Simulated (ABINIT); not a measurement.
**Quasiparticle gap of MgO (Fm-3m) in ABINIT**

Wanted: ground state, empty states, screening and self-energy for MgO (Fm-3m).

Calculated with ABINIT 10.8.3; PBEsol and many-body steps on it, plane waves.

**What was measured.**

- Gap 7.83 eV: direct gap at Gamma, low temperature; bulk crystal (literature value) (quoted in “The Band-Gap Studies of Short-Period CdO/MgO Superlattices”, 2021, pmc:8035356).

## 1. The structure

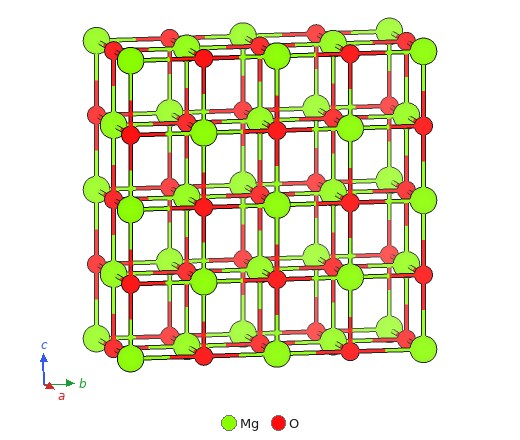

The starting structure, seen slightly off an axis (magnesium green, oxygen red). 1×2×2 cells are drawn. This picture shows the conventional cell, with its axes. Some periodic images of atoms are drawn too.

The cell and positions are those that the Materials Project relaxed with its own functionals (PBE, PBE+U or r2SCAN), kept fixed.

## 2. Ground state

This step: ABINIT 10.8.3; DFT, PBEsol, plane waves, norm-conserving pseudopotentials.

The ground-state density comes first.

run.abi reads:

```
acell 3*1.0 Angstrom
rprim 
  -0.000000000000 2.097001392700 2.097001392700
  2.097001392700 -0.000000000000 2.097001392700
  2.097001392700 2.097001392700 -0.000000000000
ntypat 2
znucl 12 8
natom 2
typat 1 2
xred 
  0.000000000000 0.000000000000 0.000000000000
  0.500000000000 0.500000000000 0.500000000000
pp_dirpath "pseudos"
pseudos "Mg.upf, O.upf"
ecut 38
ngkpt 8 8 8
nshiftk 1
shiftk 0 0 0
kptopt 1
chksymbreak 0
nband 13
occopt 1
tolvrs 1e-10
nstep 60
prtwf 0
optforces 0
optstress 0
indata_prefix "in"
outdata_prefix "out"
tmpdata_prefix "tmp"
```

On the command line:

```bash
$ OMP_NUM_THREADS=1 mpirun -n 8 abinit run.abi > log
```

Numbers of over 12 decimals in the logs are rounded to 6 here.

Log:

```text
.Version 10.8.3 of ABINIT. v10.8.2 released Aug 2026.

 Symmetries : space group Fm -3 m (#225); Bravais cF (face-center cubic)
================================================================================
 Values of the parameters that define the memory need of the present run
     intxc =       0    ionmov =       0      iscf =       7    lmnmax =       5
     lnmax =       5     mgfft =      32  mpssoang =       3    mqgrid =    3001
     natom =       2  nloc_mem =       1    nspden =       1   nspinor =       1
    nsppol =       1      nsym =      48    n1xccc =    2501    ntypat =       2
    occopt =       1   xclevel =       2
-    mband =          13        mffmem =           1         mkmem =           4
       mpw =        1410          nfft =       32768          nkpt =          29
================================================================================
  Rough estimation (10% accuracy) of disk space for files :
================================================================================

--------------------------------------------------------------------------------
------------- Echo of variables that govern the present computation ------------
--------------------------------------------------------------------------------
 -outvars: echo values of preprocessed input variables --------
            acell      1.8897261259E+00  1.8897261259E+00  1.8897261259E+00 Bohr

      chksymbreak           0
             ecut      3.80000000E+01 Hartree
-          fftalg         312

              ixc     -116133
              kpt      0.00000000E+00  0.00000000E+00  0.00000000E+00
                       1.25000000E-01  0.00000000E+00  0.00000000E+00
                       2.50000000E-01  0.00000000E+00  0.00000000E+00
                       3.75000000E-01  0.00000000E+00  0.00000000E+00
                       5.00000000E-01  0.00000000E+00  0.00000000E+00
                       1.25000000E-01  1.25000000E-01  0.00000000E+00
                       2.50000000E-01  1.25000000E-01  0.00000000E+00
                       3.75000000E-01  1.25000000E-01  0.00000000E+00
                       5.00000000E-01  1.25000000E-01  0.00000000E+00
   [... 18 further rows ...]
                      -3.75000000E-01  5.00000000E-01  1.25000000E-01
                      -2.50000000E-01  5.00000000E-01  2.50000000E-01
         kptrlatt        8    0    0      0    8    0      0    0    8
          kptrlen      4.48334925E+01
P           mkmem           4
            natom           2
            nband          13
            ngfft          32      32      32
             nkpt          29
            nstep          60
             nsym          48
           ntypat           2
              occ      2.000000  2.000000  2.000000  2.000000  2.000000  2.000000
                       2.000000  2.000000  0.000000  0.000000  0.000000  0.000000
                       0.000000
        optforces           0
        optstress           0
            prtwf           0
            rprim     -0.0000000000E+00  2.0970013927E+00  2.0970013927E+00
[...]
spgroup         225

           tolvrs      1.00000000E-10

             xred      0.0000000000E+00  0.0000000000E+00  0.0000000000E+00
[...]
znucl       12.00000    8.00000

================================================================================

 chkinp: Checking input parameters for consistency.

================================================================================
== DATASET  1 ==================================================================
-   mpi_nproc: 8, omp_nthreads: 1 (-1 if OMP is not activated)

--- !DatasetInfo
iteration_state: {dtset: 1, }
dimensions: {natom: 2, nkpt: 29, mband: 13, nsppol: 1, nspinor: 1, nspden: 1, mpw: 1410, }
cutoff_energies: {ecut:  38.0, pawecutdg:  -1.0, }
electrons: {nelect:   1.60000000E+01, charge:   0.00000000E+00, occopt:   1.00000000E+00, tsmear:   1.00000000E-02, }

 Real(R)+Recip(G) space primitive vectors, cartesian coordinates (Bohr,Bohr^-1):
 R(1)=  0.0000000  3.9627583  3.9627583  G(1)= -0.1261747  0.1261747  0.1261747
 R(2)=  3.9627583  0.0000000  3.9627583  G(2)=  0.1261747 -0.1261747  0.1261747
 R(3)=  3.9627583  3.9627583  0.0000000  G(3)=  0.1261747  0.1261747 -0.1261747
 Unit cell volume ucvol=  1.2445798E+02 bohr^3
 Angles (23,13,12)=  6.00000000E+01  6.00000000E+01  6.00000000E+01 degrees

 getcut: wavevector=  0.0000  0.0000  0.0000  ngfft=  32  32  32
         ecut(hartree)=     38.000   => boxcut(ratio)=   2.05769

--- Pseudopotential description ------------------------------------------------
- Mg Generated using ONCVPSP code by D. R. Hamann
- 12.00000  10.00000  180301                  znucl, zion, pspdat
12 -116133 1 -1 1510                          pspcod,pspxc,lmax,lloc,mmax
     nproj     2     2     0
  pspatm : epsatm=    9.18226799
         --- l  ekb(1:nproj) -->
[...]
pspatm: atomic psp has been read  and splines computed

- O Generated using ONCVPSP code by D. R. Hamann
-  8.00000   6.00000  180301                  znucl, zion, pspdat
12 -116133 2 -1 936                           pspcod,pspxc,lmax,lloc,mmax
     nproj     2     2     1
  pspatm : epsatm=    6.22910120
         --- l  ekb(1:nproj) -->
[...]
1   -4.739617   -1.153841
             2   -1.335834
 pspatm: atomic psp has been read  and splines computed

   2.46581907E+02                                ecore*ucvol(ha*bohr**3)
--------------------------------------------------------------------------------

_setup2: Arith. and geom. avg. npw (full set) are    1393.920    1393.901

================================================================================

--- !BeginCycle
iteration_state: {dtset: 1, }
solver: {iscf: 7, nstep: 60, nline: 4, wfoptalg: 0, }
tolerances: {tolvrs: 1.00E-10, }

     iter   Etot(hartree)      deltaE(h)  residm     vres2
 ETOT  1  -75.803834601779    -7.580E+01 9.296E-02 3.410E+02
 ETOT  2  -75.815612862661    -1.178E-02 1.649E-03 3.149E+02
 ETOT  3  -75.910890090937    -9.528E-02 3.474E-03 3.205E+00
 ETOT  4  -75.911751125239    -8.610E-04 6.149E-04 3.913E-03
 ETOT  5  -75.911751615337    -4.901E-07 3.041E-04 2.999E-04
 ETOT  6  -75.911751702541    -8.720E-08 1.617E-04 3.741E-05
 ETOT  7  -75.911751710452    -7.910E-09 9.438E-05 6.235E-07
 ETOT  8  -75.911751710577    -1.258E-10 5.685E-05 5.204E-09
 ETOT  9  -75.911751710576     1.762E-12 3.220E-05 1.764E-10
 ETOT 10  -75.911751710576    -7.105E-13 1.957E-05 3.308E-14

 At SCF step   10       vres2   =  3.31E-14 < tolvrs=  1.00E-10 =>converged.

--- !ResultsGS
iteration_state: {dtset: 1, }
comment   : Summary of ground state results
lattice_vectors:
- [ -0.0000000,   3.9627583,   3.9627583, ]
- [  3.9627583,  -0.0000000,   3.9627583, ]
- [  3.9627583,   3.9627583,  -0.0000000, ]
lattice_lengths: [   5.60419,    5.60419,    5.60419, ]
lattice_angles: [ 60.000,  60.000,  60.000, ] # degrees, (23, 13, 12)
lattice_volume:   1.2445798E+02
convergence: {deltae: -7.105E-13, res2:  3.308E-14, residm:  1.957E-05, diffor:  0.000E+00, }
etotal    :  -7.59117517E+01
entropy   :   0.00000000E+00
fermie    :   1.73675135E-01
cartesian_stress_tensor: null
pressure_GPa: null
xred      :
- [  0.0000E+00,   0.0000E+00,   0.0000E+00, Mg]
- [  5.0000E-01,   5.0000E-01,   5.0000E-01,  O]
cartesian_forces: null
force_length_stats: {min: null, max: null, mean: null, }

 Integrated electronic density in atomic spheres:
 ------------------------------------------------
 Atom  Sphere_radius  Integrated_density
    1        2.00000          8.41058677
    2        2.00000          6.29623274
================================================================================

 ----iterations are completed or convergence reached----

 Mean square residual over all n,k,spin=   64.672E-09; max=  19.568E-06
 reduced coordinates (array xred) for    2 atoms
       0.000000000000      0.000000000000      0.000000000000
       0.500000000000      0.500000000000      0.500000000000
 rms dE/dt=  0.0000E+00; max dE/dt=  0.0000E+00; dE/dt below (all hartree)
    1       0.000000000000      0.000000000000      0.000000000000
    2       0.000000000000      0.000000000000      0.000000000000

 cartesian coordinates (angstrom) at end:
    1      0.000000     0.000000     0.000000
    2      2.097001     2.097001     2.097001
 length scales=  1.889726125908  1.889726125908  1.889726125908 bohr
              =  1.000000000000  1.000000000000  1.000000000000 angstroms
 prteigrs : about to open file out_EIG
 Fermi (or HOMO) energy (hartree) =   0.17368   Average Vxc (hartree)=  -0.42978
 Eigenvalues (hartree) for nkpt=  29  k points:
 kpt#   1, nband= 13, wtk=  0.00195, kpt=  0.0000  0.0000  0.0000 (reduced coord)
  -2.46843   -1.25351   -1.25351   -1.25351   -0.45845    0.17368    0.17368    0.17368
   0.34973    0.75657    0.75657    0.75657    0.89385
 prteigrs : prtvol=0 or 1, do not print more k-points.

--- !EnergyTerms
iteration_state     : {dtset: 1, }
comment             : Components of total free energy in Hartree
kinetic             :  4.52256301474319E+01
hartree             :  2.05715932968621E+01
xc                  : -1.20508135700167E+01
Ewald energy        : -4.75873828125848E+01
psp_core            :  1.98124622747515E+00
local_psp           : -6.32531782872593E+01
non_local_psp       : -2.07988467124847E+01
total_energy        : -7.59117517105764E+01
total_energy_eV     : -2.06566399640550E+03
band_energy         : -1.26878452260850E+01

== END DATASET(S) ==============================================================
================================================================================

 -outvars: echo values of variables after computation  --------
           etotal     -7.5911751711E+01
            nband          13
             nkpt          29
          spgroup         225
 [... the other variables as echoed above ...]

 Calculation completed.
```

The job ended after 3.5 s (8 MPI ranks of Arm Neoverse V1, shared host; peak memory 0.48 GiB).

This step gave:

| Quantity | Value |
| --- | --- |
| total energy | -2065.6640 eV |
| gap | 4.791 eV |
| k of the valence top | 0, 0, 0 |
| k of the conduction bottom | 0, 0, 0 |
| least direct gap | 4.791 eV |

The gap is direct, at Γ.

## 3. Bands along the symmetry lines

Levels along a band path, at the cheap level, show where the edges lie and whether the meshes to come will hold them.

run.abi reads:

```
acell 3*1.0 Angstrom
rprim 
  -0.000000000000 2.097001392700 2.097001392700
  2.097001392700 -0.000000000000 2.097001392700
  2.097001392700 2.097001392700 -0.000000000000
ntypat 2
znucl 12 8
natom 2
typat 1 2
xred 
  0.000000000000 0.000000000000 0.000000000000
  0.500000000000 0.500000000000 0.500000000000
pp_dirpath "pseudos"
pseudos "Mg.upf, O.upf"
ecut 38
iscf -2
irdden 1
kptopt 0
nkpt 50
kpt 
  0.00000000 0.00000000 0.00000000
  0.06250000 0.00000000 0.06250000
  0.12500000 0.00000000 0.12500000
  0.18750000 0.00000000 0.18750000
  0.25000000 0.00000000 0.25000000
  0.31250000 0.00000000 0.31250000
  0.37500000 0.00000000 0.37500000
  0.43750000 0.00000000 0.43750000
  0.50000000 0.00000000 0.50000000
  0.51562500 0.03125000 0.51562500
  0.53125000 0.06250000 0.53125000
  0.54687500 0.09375000 0.54687500
  0.56250000 0.12500000 0.56250000
  0.57812500 0.15625000 0.57812500
  0.59375000 0.18750000 0.59375000
  0.60937500 0.21875000 0.60937500
  0.62500000 0.25000000 0.62500000
  0.37500000 0.37500000 0.75000000
  0.32812500 0.32812500 0.65625000
  0.28125000 0.28125000 0.56250000
  0.23437500 0.23437500 0.46875000
  0.18750000 0.18750000 0.37500000
  0.14062500 0.14062500 0.28125000
  0.09375000 0.09375000 0.18750000
  0.04687500 0.04687500 0.09375000
  0.00000000 0.00000000 0.00000000
  0.06250000 0.06250000 0.06250000
  0.12500000 0.12500000 0.12500000
  0.18750000 0.18750000 0.18750000
  0.25000000 0.25000000 0.25000000
  0.31250000 0.31250000 0.31250000
  0.37500000 0.37500000 0.37500000
  0.43750000 0.43750000 0.43750000
  0.50000000 0.50000000 0.50000000
  0.50000000 0.46875000 0.53125000
  0.50000000 0.43750000 0.56250000
  0.50000000 0.40625000 0.59375000
  0.50000000 0.37500000 0.62500000
  0.50000000 0.34375000 0.65625000
  0.50000000 0.31250000 0.68750000
  0.50000000 0.28125000 0.71875000
  0.50000000 0.25000000 0.75000000
  0.50000000 0.21875000 0.71875000
  0.50000000 0.18750000 0.68750000
  0.50000000 0.15625000 0.65625000
  0.50000000 0.12500000 0.62500000
  0.50000000 0.09375000 0.59375000
  0.50000000 0.06250000 0.56250000
  0.50000000 0.03125000 0.53125000
  0.50000000 0.00000000 0.50000000
istwfk *1
nband 18
nbdbuf 5
tolwfr 1e-07
nstep 50
prtwf 0
prtvol 0
indata_prefix "in"
outdata_prefix "out"
tmpdata_prefix "tmp"
```

Log:

```text
.Version 10.8.3 of ABINIT. v10.8.2 released Aug 2026.

 Symmetries : space group Fm -3 m (#225); Bravais cF (face-center cubic)
[... echo of the input left out ...]
== DATASET  1 ==================================================================
-   mpi_nproc: 8, omp_nthreads: 1 (-1 if OMP is not activated)

--- !DatasetInfo
iteration_state: {dtset: 1, }
dimensions: {natom: 2, nkpt: 50, mband: 18, nsppol: 1, nspinor: 1, nspden: 1, mpw: 1411, }
cutoff_energies: {ecut:  38.0, pawecutdg:  -1.0, }
electrons: {nelect:   1.60000000E+01, charge:   0.00000000E+00, occopt:   1.00000000E+00, tsmear:   1.00000000E-02, }

 Real(R)+Recip(G) space primitive vectors, cartesian coordinates (Bohr,Bohr^-1):
 R(1)=  0.0000000  3.9627583  3.9627583  G(1)= -0.1261747  0.1261747  0.1261747
 R(2)=  3.9627583  0.0000000  3.9627583  G(2)=  0.1261747 -0.1261747  0.1261747
 R(3)=  3.9627583  3.9627583  0.0000000  G(3)=  0.1261747  0.1261747 -0.1261747
 Unit cell volume ucvol=  1.2445798E+02 bohr^3
 Angles (23,13,12)=  6.00000000E+01  6.00000000E+01  6.00000000E+01 degrees

 getcut: wavevector=  0.0000  0.0000  0.0000  ngfft=  32  32  32
         ecut(hartree)=     38.000   => boxcut(ratio)=   2.05769

--- Pseudopotential description ------------------------------------------------
- Mg Generated using ONCVPSP code by D. R. Hamann
- 12.00000  10.00000  180301                  znucl, zion, pspdat
12 -116133 1 -1 1510                          pspcod,pspxc,lmax,lloc,mmax
     nproj     2     2     0
  pspatm : epsatm=    9.18226799
         --- l  ekb(1:nproj) -->
             0    2.230603   -0.826587
             1   -6.503151   -2.501445
 pspatm: atomic psp has been read  and splines computed

- O Generated using ONCVPSP code by D. R. Hamann
-  8.00000   6.00000  180301                  znucl, zion, pspdat
12 -116133 2 -1 936                           pspcod,pspxc,lmax,lloc,mmax
     nproj     2     2     1
  pspatm : epsatm=    6.22910120
         --- l  ekb(1:nproj) -->
             0    6.050032    0.820363
[...]
2   -1.335834
 pspatm: atomic psp has been read  and splines computed

--------------------------------------------------------------------------------

================================================================================
 prteigrs : about to open file out_EIG
 Non-SCF case, kpt    1 (  0.00000  0.00000  0.00000), residuals and eigenvalues=
  9.10E-09  2.86E-08  6.62E-08  6.50E-09  9.05E-09  8.03E-08  1.43E-08  5.92E-08
  1.19E-08  7.50E-09  8.63E-09  5.22E-08  2.99E-08  1.40E-08  8.86E-08  4.56E-08
  9.82E-08  3.35E-08
 -2.4684E+00 -1.2535E+00 -1.2535E+00 -1.2535E+00 -4.5845E-01  1.7368E-01
  1.7368E-01  1.7368E-01  3.4973E-01  7.5657E-01  7.5657E-01  7.5657E-01
  8.9385E-01  9.7221E-01  9.7221E-01  1.0716E+00  1.0716E+00  1.0716E+00
 Non-SCF case, kpt    2 (  0.06250  0.00000  0.06250), residuals and eigenvalues=
  9.25E-09  1.46E-08  6.34E-09  6.16E-08  1.66E-08  2.73E-08  8.25E-09  2.89E-08
[...]
3.59E-08  4.37E-08
[...]
Non-SCF case, kpt    3 (  0.12500  0.00000  0.12500), residuals and eigenvalues=
[...]
Non-SCF case, kpt   49 (  0.50000  0.03125  0.53125), residuals and eigenvalues=
[...]
Non-SCF case, kpt   50 (  0.50000  0.00000  0.50000), residuals and eigenvalues=
[...]
1.2333E-01  1.2333E-01  5.0597E-01  5.4259E-01  6.5499E-01  8.7338E-01
  8.7338E-01  1.1193E+00  1.1760E+00  1.3203E+00  1.3203E+00  1.4348E+00

--- !ResultsGS
iteration_state: {dtset: 1, }
comment   : Summary of ground state results
lattice_vectors:
- [ -0.0000000,   3.9627583,   3.9627583, ]
- [  3.9627583,  -0.0000000,   3.9627583, ]
- [  3.9627583,   3.9627583,  -0.0000000, ]
lattice_lengths: [   5.60419,    5.60419,    5.60419, ]
lattice_angles: [ 60.000,  60.000,  60.000, ] # degrees, (23, 13, 12)
lattice_volume:   1.2445798E+02
convergence: {deltae:  0.000E+00, res2:  0.000E+00, residm:  9.973E-08, diffor:  0.000E+00, }
etotal    :  -7.59117517E+01
entropy   :   0.00000000E+00
fermie    :   1.73675135E-01
cartesian_stress_tensor: null
pressure_GPa: null
xred      :
- [  0.0000E+00,   0.0000E+00,   0.0000E+00, Mg]
- [  5.0000E-01,   5.0000E-01,   5.0000E-01,  O]
cartesian_forces: null
force_length_stats: {min: null, max: null, mean: null, }

 Integrated electronic density in atomic spheres:
 ------------------------------------------------
 Atom  Sphere_radius  Integrated_density
[...]
================================================================================

 ----iterations are completed or convergence reached----

 Mean square residual over all n,k,spin=   32.036E-09; max=  99.728E-09
 reduced coordinates (array xred) for    2 atoms
       0.000000000000      0.000000000000      0.000000000000
       0.500000000000      0.500000000000      0.500000000000

 cartesian coordinates (angstrom) at end:
    1      0.000000     0.000000     0.000000
    2      2.097001     2.097001     2.097001
 length scales=  1.889726125908  1.889726125908  1.889726125908 bohr
              =  1.000000000000  1.000000000000  1.000000000000 angstroms
 prteigrs : about to open file out_EIG
 Eigenvalues (hartree) for nkpt=  50  k points:
 kpt#   1, nband= 18, wtk=  1.00000, kpt=  0.0000  0.0000  0.0000 (reduced coord)
[...]
kpt#   2, nband= 18, wtk=  1.00000, kpt=  0.0625  0.0000  0.0625 (reduced coord)
[...]
kpt#   3, nband= 18, wtk=  1.00000, kpt=  0.1250  0.0000  0.1250 (reduced coord)
[...]
kpt#  49, nband= 18, wtk=  1.00000, kpt=  0.5000  0.0313  0.5313 (reduced coord)
[...]
1.32121    1.45433
 kpt#  50, nband= 18, wtk=  1.00000, kpt=  0.5000  0.0000  0.5000 (reduced coord)
  -2.46796   -1.25637   -1.25462   -1.25462   -0.39908    0.02103    0.12333    0.12333
   0.50597    0.54259    0.65499    0.87338    0.87338    1.11929    1.17596    1.32026
   1.32026    1.43479

== END DATASET(S) ==============================================================
================================================================================

 -outvars: echo values of variables after computation  --------
            nband          18
             nkpt          50
          spgroup         225
 [... the other variables as echoed above ...]

 Calculation completed.
```

The job ended after 3 s (8 MPI ranks; peak memory 0.07 GiB; 23 s of CPU time).

Numbers from this step:

```
gap                        : 4.791 eV
k of the valence top       : 0, 0, 0
k of the conduction bottom : 0, 0, 0
least direct gap           : 4.791 eV
```

The gap is 4.791 eV, as in the run before at this level.

Electronic bands along the path, in eV, zero at the top of the highest filled band; v1 is the highest filled band, c1 the lowest empty one:

```csv
point,v4,v3,v2,v1,c1,c2,c3,c4
Γ,-17.20,0.00,0.00,0.00,4.79,15.86,15.86,15.86
X,-15.59,-4.15,-1.37,-1.37,9.04,10.04,13.10,19.04
U,-15.56,-3.56,-2.76,-1.16,10.05,11.85,12.52,18.19
jump to K,-15.56,-3.56,-2.76,-1.16,10.05,11.85,12.52,18.19
Γ,-17.20,0.00,0.00,0.00,4.79,15.86,15.86,15.86
L,-15.82,-4.71,-0.66,-0.66,7.86,12.65,16.34,16.34
W,-15.52,-3.01,-3.01,-1.80,11.62,11.62,12.25,15.60
X,-15.59,-4.15,-1.37,-1.37,9.04,10.04,13.10,19.04
```

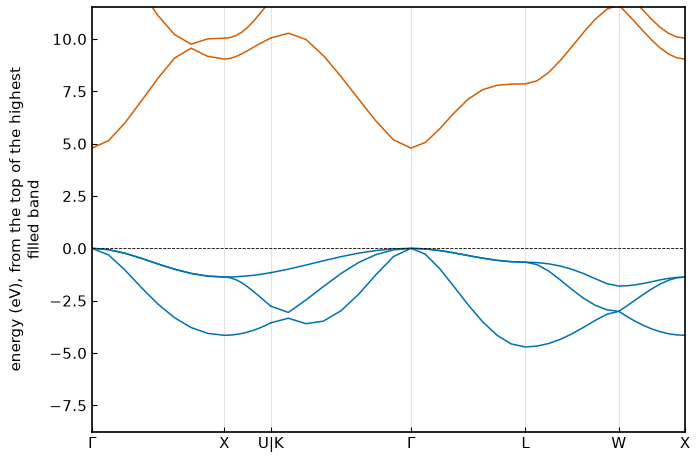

Electronic bands along the path; lines of filled and empty bands in two colours.

(Part 1 of 3 ends here.)

[Paths, hosts, dates, memory and timing lines, banners, echoed tables and standing remarks are left out of the program output.]

[Logs are printed without paths, hosts, clocks, repeated set-up lines and the standing remarks that a program may print on its own settings, such as how far it seeks lower states.]

[Runs of the session that timed out or met a known fault of the program may be left out.]

[Hosts, paths, dates, database ids (printed as entryN), source tags and the programs' standing remarks are cut or masked in the printed files.]

[G0W0 gaps are taken among the corrected bands and points alone; a level outside them can change the order at an edge.]

[Where Ansatz stands beside ABINIT at settings called matched, ABINIT's density can come from a denser mesh and the files from another edition; pairs whose starting gaps differed by over 0.03 eV were left out, so agreement reads better than it is.]
